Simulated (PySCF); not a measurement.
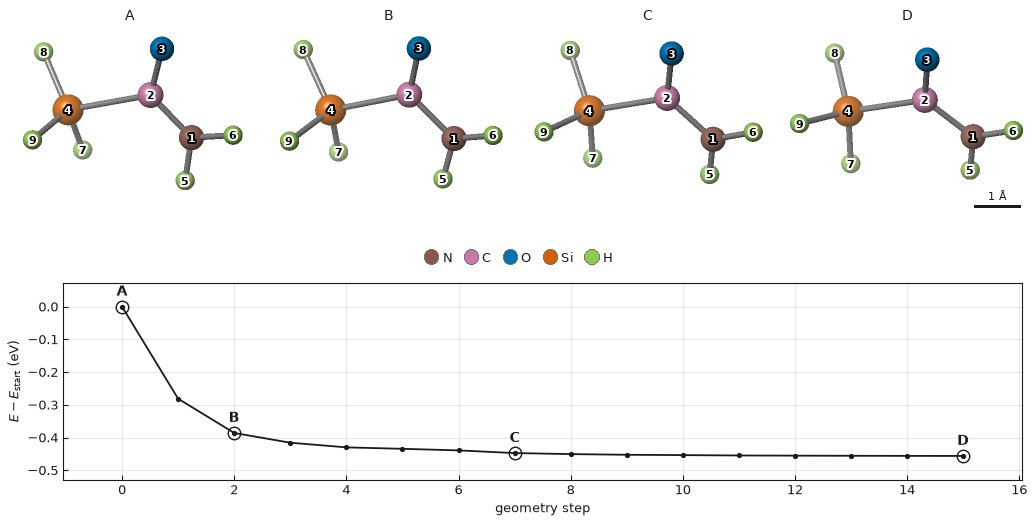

Frames of a relaxation of CH$_{5}$NOSi, marked on the history of the run. Style: ball-and-stick. Shown at a tilt.

The start comes from GFN2-xTB. Its atoms were then displaced at random by about 0.03 Å.

These are results of PySCF, PBE0-D3(BJ)/def2-SVP geometry optimisation, gas phase, not measurements. 

> What happens along the run?

The atom that moves furthest after the best rigid fit is O3 (0.48 Å). Largest moves by element: O 0.48 Å, H 0.43 Å, C 0.17 Å, N 0.11 Å, Si 0.11 Å. Near-neighbour distances that change, for instance: C2–Si4 2.035 → 1.931 Å, Si4–H8 1.417 → 1.490 Å, N1–C2 1.293 → 1.356 Å, N1–H6 1.072 → 1.015 Å. Among the angles between lasting bonds that change: C2–Si4–H7 104.1° → 112.5°, H5–N1–H6 112.2° → 119.2°, C2–Si4–H9 102.6° → 107.7°. Groups turn about C2–Si4 by about 30°. After 15 geometry steps the energy has fallen by 0.456 eV. The run took 35 s on 1 thread of Arm Neoverse V1, with other jobs on the host. From step 0 to 2: Si and H atoms move most (0.09 Å), energy −0.386 eV. From step 2 to 7: H5 moves most (0.29 Å), energy −0.061 eV. From step 7 to 15: O3 moves most (0.24 Å), energy −0.009 eV.

```tsv
step	E − E(0), eV
0	0.0000
1	-0.2813
2	-0.3859
3	-0.4157
4	-0.4300
5	-0.4344
6	-0.4392
7	-0.4474
8	-0.4505
9	-0.4526
10	-0.4536
11	-0.4547
12	-0.4552
13	-0.4557
14	-0.4560
15	-0.4562
```
